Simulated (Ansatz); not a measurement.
# Na3Y (built on the sites of a database entry of Li3Bi): the cell at rest

Wanted: the relaxed cell of Na3Y (built on the sites of a database entry of Li3Bi).

Method: DFT PBEsol, scalar-relativistic, plane waves, PAW, in Ansatz 0.2.0.

The structure was built from a prototype and need not be the compound's stable phase.

## Step 1: Starting point

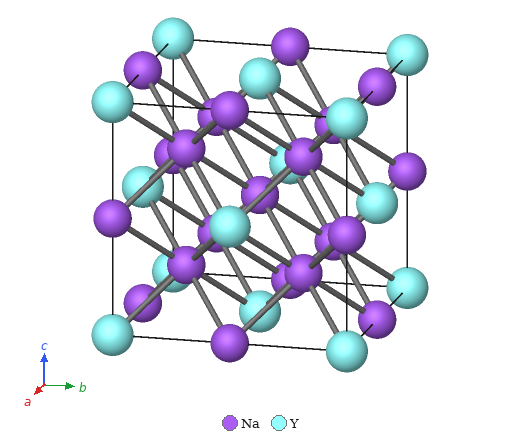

Start, viewed slightly off an axis; sodium purple, yttrium teal. This picture shows the conventional cell, with its axes. Some periodic images of atoms are drawn too.

## Step 2: A coarse first look

First a cheap look: the gap decides the mesh and the occupations, the pressure tells how far the cell has to move.

input.yaml reads:

```yaml
crystal:
  lattice:
    - [0.0, 4.10764, 4.10764]
    - [4.10764, 0.0, 4.10764]
    - [4.10764, 4.10764, 0.0]
  atoms:
    - { symbol: Na, position: [0.75, 0.75, 0.75] }
    - { symbol: Na, position: [0.5, 0.5, 0.5] }
    - { symbol: Na, position: [0.25, 0.25, 0.25] }
    - { symbol: "Y", position: [0.0, 0.0, 0.0] }
kpoints:
  mp_grid: { grid: [4, 4, 4] }
hamiltonian:
  xc: pbesol
scf:
  occupations: { method: gaussian, width: 0.1 }
output:
  forces: true
  stress: true
  eigenvalues: true
```

Launch:

```
ansatz run input.yaml --threads 4 --pin off --max-ram 7168MiB --backend cpu --events-out ev --progress --plain --runs-dir out
```

Numbers of over 12 decimals in the logs are rounded to 6 here.

The log of the run:

```text
Engine: ansatz 0.2.0, aarch64-unknown-linux-gnu
Pseudopotentials: kind: paw
Pseudopotential: Na, paw, valence charge 9, recommended cutoff 420 eV (normal), Na.paw.azcp
Pseudopotential: Y, paw, valence charge 11, recommended cutoff 420 eV (normal), Y.paw.azcp
Functional definition: PBEsol
  exchange = pbesol_x
  correlation = pbesol_c
Crystal: 4 atoms, lattice volume = 138.614 Å³
[...]
P = ⅓ Tr σ = -0.5131 GPa (-5.131 kbar)
--- Band table (eV; the first three rows and the last of 8) ---
  k-point 0: bands = [... 15 lower, -20.4497, -0.1671, 3.7924, 3.7924, 3.7924, 4.3267, 4.3267, 6.3767]
  k-point 1: bands = [... 15 lower, -20.4494, 0.2869, 3.2146, 3.8423, 3.8423, 4.3107, 4.3107, 4.9527]
  k-point 2: bands = [... 15 lower, -20.4491, 1.3066, 1.9151, 3.7413, 3.7413, 4.3516, 4.6596, 4.6596]
  k-point 7: bands = [... 15 lower, -20.4463, 2.3392, 2.5669, 2.6913, 2.6913, 4.4732, 4.6560, 4.6560]
[key lines of the parts left out:]
SCF converged after 7 iterations
Free energy (F): -8221.063841 eV
Fermi energy:    3.720791 eV
```

The job ended after 0.58 s (4 threads of Arm Neoverse V1, shared host; peak memory 0.37 GiB; 1.8 s of CPU time).

Numbers from this step:

```
pressure          : -0.5131 GPa
volume per atom   : 34.65 Å³
gap on the k-mesh : 0 eV
```

The coarse mesh shows no gap and a pressure of -0.5 GPa.

## Step 3: Relaxation

Harmonic phonons are second derivatives at a point where the forces vanish, and they are wanted at zero stress, so atoms and cell are relaxed first.

Changes to input.yaml since step 2:

```diff
@@ -11,3 +11,3 @@
 kpoints:
-  mp_grid: { grid: [4, 4, 4] }
+  mp_grid: { grid: [8, 8, 8] }
 hamiltonian:
@@ -20 +20,10 @@
   eigenvalues: true
+  write_density: true
+  write_potential: true
+  elf: true
+  volumetric_format: npy
+relax:
+  adjacent_minimum: "off"
+  f_tol: 0.005
+  max_steps: 80
+  cell: { stress_tol: 0.05 }
```

The log of the run:

```text
[...]
Crystal: 4 atoms, lattice volume = 138.614 Å³
Basis set: ecut = 420 eV, 2733 PW (Γ), exchange–correlation on 80×80×80 points (8 copies of the dense FFT grid, shifted against one another)
Bands: 23, of which v1, the nominal top of the filled ones, is band 19 counted from 1 (18 counted from 0)
Symmetry: 48 space group operations
[...]
k-points: 29 of 512
[...]
SCF iter   1: F=—  HF=-8221.060203 eV  |F-HF|=—  |Δ(HF+E_count)|=         —  Δρ=2.28e-3  dr2=6.04e-3  ethr=1.77e-3  ⟨swp⟩=4.9  Hψ=2428  notcnv=0
[...]
SCF iter   7: F=-8221.058220 eV  HF=-8221.058220 eV  |F-HF|=2.06e-8  |Δ(HF+E_count)|=   3.20e-9  Δρ=6.25e-6  dr2=2.47e-8  ethr=2.63e-10  ⟨swp⟩=8.3  Hψ=4373  notcnv=0
SCF 1 converged in 7 iterations: F = -8221.058220 eV  dr2 = 2.47e-8
[...]
relax step   1: F+E_penalty+E_count = -8221.05822011 eV  Δ(F+E_penalty+E_count) = +0.000e0 eV  max|allowed force component| = 2.078e-19 eV/Å  Δτ_max = 0.0000 Å  P = -0.454 GPa  Ω = 138.614 Å³  (7 SCF iters, dr2 threshold 1.00e-7 eV, accepted)
Crystal: 4 atoms, lattice volume = 136.906 Å³
Basis set: ecut = 420 eV, 2685 PW (Γ), exchange–correlation on 80×80×80 points (8 copies of the dense FFT grid, shifted against one another)
[...]
iter 1 solved again at ethr=6.80e-8 eV; its pass at ethr=3.10e-3 eV (dr2=2.58e-5 eV) is discarded
[...]
SCF iter   4: F=-8221.062261 eV  HF=-8221.062261 eV  |F-HF|=3.44e-8  |Δ(HF+E_count)|=   4.36e-8  Δρ=4.46e-6  dr2=5.36e-8  ethr=1.05e-9  ⟨swp⟩=8.1  Hψ=3920  notcnv=0
SCF 2 converged in 4 iterations: F = -8221.062261 eV  dr2 = 5.36e-8
  Residual-converged pass: ⟨swp⟩=1.1  Hψ=786  notcnv=0  max |occ|·‖R‖ = 7.0e-9 eV (tolerance 1.0e-8 eV)  dr2=5.36e-8  dr2_onsite=5.47e-9  max |Δocc| = 7.6e-11
relax step   2: F+E_penalty+E_count = -8221.06226139 eV  Δ(F+E_penalty+E_count) = -4.041e-3 eV  max|allowed force component| = 1.301e-18 eV/Å  Δτ_max = 0.0000 Å  P = -0.299 GPa  Ω = 136.906 Å³  energy of the carried Pulay correction = +2.034e-5 eV  (4 SCF iters, dr2 threshold 4.00e-7 eV, accepted)
Crystal: 4 atoms, lattice volume = 133.709 Å³
Basis set: ecut = 420 eV, 2637 PW (Γ), exchange–correlation on 80×80×80 points (8 copies of the dense FFT grid, shifted against one another)
[...]
SCF iter   4: F=-8221.065197 eV  HF=-8221.065198 eV  |F-HF|=1.33e-7  |Δ(HF+E_count)|=   2.15e-7  Δρ=8.29e-6  dr2=1.94e-7  ethr=5.90e-10  ⟨swp⟩=6.1  Hψ=4051  notcnv=0
SCF 3 converged in 4 iterations: F = -8221.065197 eV  dr2 = 1.94e-7
relax step   3: F+E_penalty+E_count = -8221.06519738 eV  Δ(F+E_penalty+E_count) = -2.936e-3 eV  max|allowed force component| = 2.241e-18 eV/Å  Δτ_max = 0.0000 Å  P = +0.015 GPa  Ω = 133.709 Å³  energy of the carried Pulay correction = +5.912e-5 eV  (4 SCF iters, dr2 threshold 2.24e-7 eV, accepted)
[...]
SCF iter   6: F=-8221.065122 eV  HF=-8221.065122 eV  |F-HF|=9.09e-12  |Δ(HF+E_count)|=  1.27e-11  Δρ=9.81e-8  dr2=1.12e-11  ethr=1.00e-12  ⟨swp⟩=5.8  Hψ=2659  notcnv=0
SCF 4 converged in 6 iterations: F = -8221.065122 eV  dr2 = 1.12e-11
relax step   4: F+E_penalty+E_count = -8221.06512193 eV  Δ(F+E_penalty+E_count) = +7.546e-5 eV  max|allowed force component| = 2.168e-18 eV/Å  Δτ_max = 0.0000 Å  P = +0.016 GPa  Ω = 133.709 Å³  stress off target by 1.60e-2 GPa  SCF on the basis re-selected at this cell (its energy is not comparable with the rows above)  (6 SCF iters)
basis re-selected at this cell: Δ(F+E_penalty+E_count) = +7.546e-5 eV, ΔP = +0.001 GPa vs the last step (what re-selecting the basis moved, of the pressure what is left beyond the Pulay correction that the steps carried, after the strain that the cell walked since its last selection, with what the two solves' SCF thresholds leave and, on support functions, any second-order correction that the steps lacked; it is no m [...]
SCF converged after 6 iterations
Free energy (F): -8221.065122 eV
[...]
Internal energy: -8221.045489 eV  (E = F + TS)
E sigma→0 (E₀):  -8221.055305 eV
Entropy (-TS):   -0.019633 eV (-4.908 meV/atom)
Fermi energy:    3.812940 eV
[...]
--- Stress (GPa, compression-positive) ---
        0.016045       0.000000       0.000000
        0.000000       0.016045       0.000000
        0.000000       0.000000       0.016045
  P = ⅓ Tr σ = 0.0160 GPa (0.160 kbar)
--- Band table (eV; the first three rows and the last of 29) ---
  k-point 0: bands = [... 15 lower, -20.1860, -0.0189, 4.0017, 4.0017, 4.0017, 4.5490, 4.5490, 6.6755]
  k-point 1: bands = [... 15 lower, -20.1860, 0.0998, 3.8616, 4.0362, 4.0362, 4.5095, 4.5095, 6.0840]
  k-point 2: bands = [... 15 lower, -20.1859, 0.4482, 3.4230, 4.0529, 4.0529, 4.5355, 4.5355, 5.2323]
  k-point 28: bands = [... 15 lower, -20.1829, 2.5699, 2.7568, 2.8971, 2.8971, 4.7116, 4.9045, 4.9045]
--- Relaxed structure (3 steps of the walk, 3 accepted, 1 SCFs on fresh bases) ---
  F+E_penalty+E_count = -8221.06512193 eV   max|allowed force component| = 2.168e-18 eV/Å   (the final SCF, on the basis selected at the relaxed cell)
  cell:  # Å, volume = 133.7089 Å³
    - [0, 4.058604, 4.058604]
    - [4.058604, 0, 4.058604]
    - [4.058604, 4.058604, 0]
  atoms:
    - { symbol: Na, position: [0.75, 0.75, 0.75] }
    - { symbol: Na, position: [0.5, 0.5, 0.5] }
    - { symbol: Na, position: [0.25, 0.25, 0.25] }
    - { symbol: Y, position: [0, 0, 0] }
```

Elapsed: 5.3 s, on 4 threads; peak memory 0.48 GiB.

Step by step:

```
step  energy less that of the first step (eV)  largest force component (eV/Å)  pressure (GPa)  volume (Å³)
   1                                   0.0000                          0.0000           -0.45       138.61
   2                                  -0.0040                          0.0000           -0.30       136.91
   3                                  -0.0070                          0.0000            0.01       133.71
  4*                                  -0.0069                          0.0000            0.02       133.71
```

Relaxation steps marked * repeat the geometry before them on a plane-wave basis chosen anew for their cell, so energy and pressure can jump there.

Forces are held to the 48 operations that the run works with; a distortion that breaks them can't arise in this run.

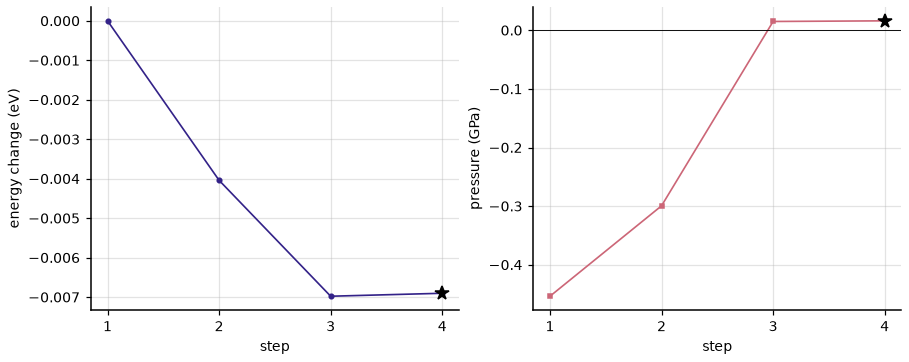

Energy and pressure along the relaxation. Stars mark steps on a basis chosen anew.

```
conventional cell, symmetrised  before  after  change
                         a (Å)   8.215  8.117  -1.2 %
                         b (Å)   8.215  8.117  -1.2 %
                         c (Å)   8.215  8.117  -1.2 %
              volume (Å³/atom)   34.65  33.43  -3.5 %
```

The relaxed structure:

```
Na Y
1.0
     0.00000    4.05860    4.05860
     4.05860    0.00000    4.05860
     4.05860    4.05860    0.00000
Na Y
3 1
Direct
  0.75000 0.75000 0.75000
  0.50000 0.50000 0.50000
  0.25000 0.25000 0.25000
  0.00000 0.00000 0.00000
```

Numbers from this step:

| Property | Result |
| --- | --- |
| pressure | 0.01605 GPa |
| volume per atom | 33.43 Å³ |

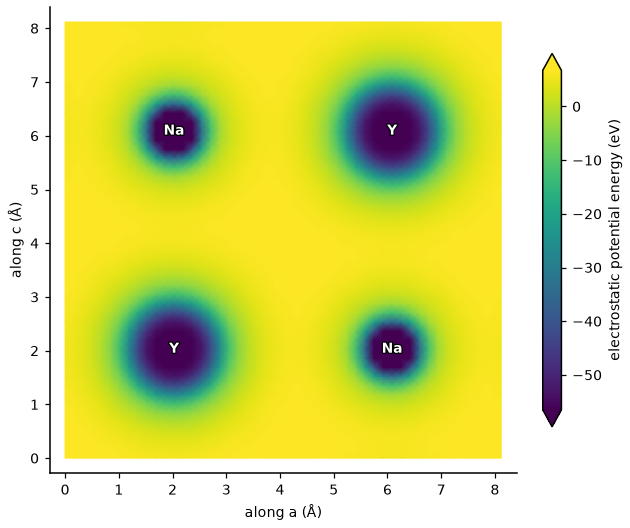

Electrostatic potential energy in the ac plane of the conventional cell at fractional y = 0.000, with atoms of Na and Y within 0.2 Å of it. With pseudopotentials it is smooth inside the atoms' cores, unlike the true potential. The map starts off the cell's origin, so that atoms lie inside it.

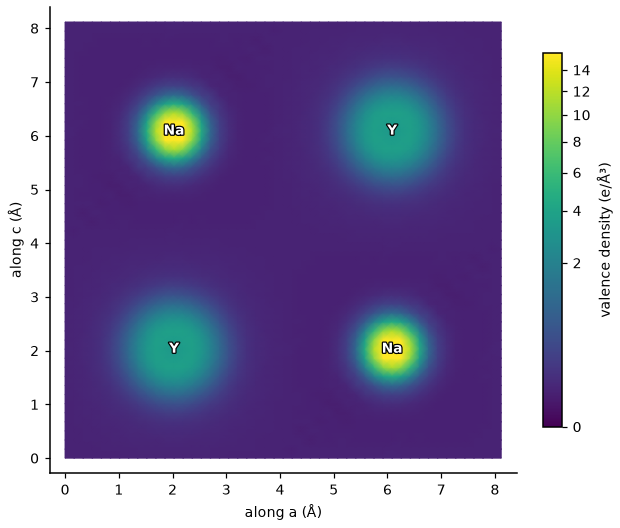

Valence density in the ac plane of the conventional cell at fractional y = 0.000, with atoms of Na and Y within 0.2 Å of it. It is the smooth field of the valence electrons, not physical close to the nuclei. The map starts off the cell's origin, so that atoms lie inside it. The colour scale is stretched toward low values.

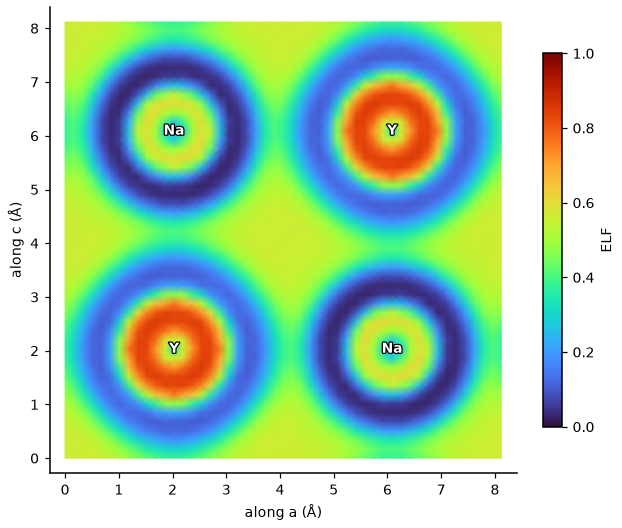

ELF in the ac plane of the conventional cell at fractional y = 0.000, with atoms of Na and Y within 0.2 Å of it. It is the smooth field of the valence electrons, not physical close to the nuclei. The map starts off the cell's origin, so that atoms lie inside it.

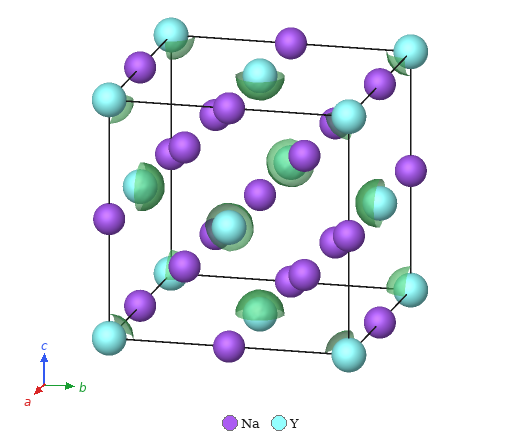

Surface of ELF = 0.78.

In this step the volume went from 34.65 to 33.43 Å³/atom.

## Step 4: Tight relaxation

Phonons need a cell at rest on their own settings, so the relaxation is repeated with tight tolerances on forces and stress on the k mesh and occupations of the first response run.

input.yaml reads:

```yaml
crystal:
  lattice:
    - [0.0, 4.0586044165, 4.0586044165]
    - [4.0586044165, 0.0, 4.0586044165]
    - [4.0586044165, 4.0586044165, 0.0]
  atoms:
    - { symbol: Na, position: [0.75, 0.75, 0.75] }
    - { symbol: Na, position: [0.5, 0.5, 0.5] }
    - { symbol: Na, position: [0.25, 0.25, 0.25] }
    - { symbol: "Y", position: [0.0, 0.0, 0.0] }
kpoints:
  mp_grid: { grid: [8, 8, 8] }
hamiltonian:
  xc: pbesol
scf:
  occupations: { method: methfessel_paxton, width: 0.15 }
output:
  forces: true
  stress: true
  eigenvalues: true
relax:
  adjacent_minimum: "off"
  f_tol: 0.001
  max_steps: 60
  cell: { stress_tol: 0.01 }
```

The log of the run:

```text
[...]
Crystal: 4 atoms, lattice volume = 133.709 Å³
Basis set: ecut = 420 eV, 2637 PW (Γ), exchange–correlation on 80×80×80 points (8 copies of the dense FFT grid, shifted against one another)
Bands: 23, of which v1, the nominal top of the filled ones, is band 19 counted from 1 (18 counted from 0)
[... 1 set-up line as in the run before ...]
[...]
k-points: 29 of 512
[...]
--- Relaxed structure (2 steps of the walk, 2 accepted, 1 SCFs on fresh bases) ---
[...]
cell:  # Å, volume = 133.7457 Å³
    - [0, 4.058977, 4.058977]
    - [4.058977, 0.0, 4.058977]
    - [4.058977, 4.058977, 0]
  atoms:
    - { symbol: Na, position: [0.750000, 0.750000, 0.750000] }
    - { symbol: Na, position: [0.5, 0.5, 0.5] }
    - { symbol: Na, position: [0.25, 0.25, 0.25] }
    - { symbol: Y, position: [0, 0, 0] }
[key lines of the parts left out:]
SCF converged after 7 iterations
Free energy (F): -8221.054860 eV
Fermi energy:    3.813654 eV
P = ⅓ Tr σ = 0.0064 GPa (0.064 kbar)
```

It took 3.8 s on 4 threads; peak memory 0.46 GiB.

Little changed from the start: no atom moved by 0.005 Å and no cell edge by 0.1 %.

Numbers from this step:

```
pressure        : 0.006404 GPa
volume per atom : 33.44 Å³
```

The forces vanish by symmetry and the pressure is 0.006 GPa, within the tolerances set. The cell now holds 33.44 Å³/atom.

## Step 5: Results

| Item | Value |
| --- | --- |
| space group after relaxation (within 0.01 Å) | Fm-3m |
| lattice constant a | 8.118 Å |
| lattice constant b | 8.118 Å |
| lattice constant c | 8.118 Å |
| volume per atom | 33.4 Å³ |

The forces vanish by symmetry and the pressure is 0.006 GPa, within the tolerances set. The cell now holds 33.44 Å³/atom. The relaxation keeps the symmetry of its start, so it says nothing on stability against lower symmetry. The starting cell was built on a prototype and not taken from a measurement, so the phase need not exist.

[Logs are printed without paths, hosts, clocks, repeated set-up lines and the standing remarks that a program may print on its own settings, such as how far it seeks lower states.]

[Hosts, paths, dates, database ids (printed as entryN), source tags and the programs' standing remarks are cut or masked in the printed files.]
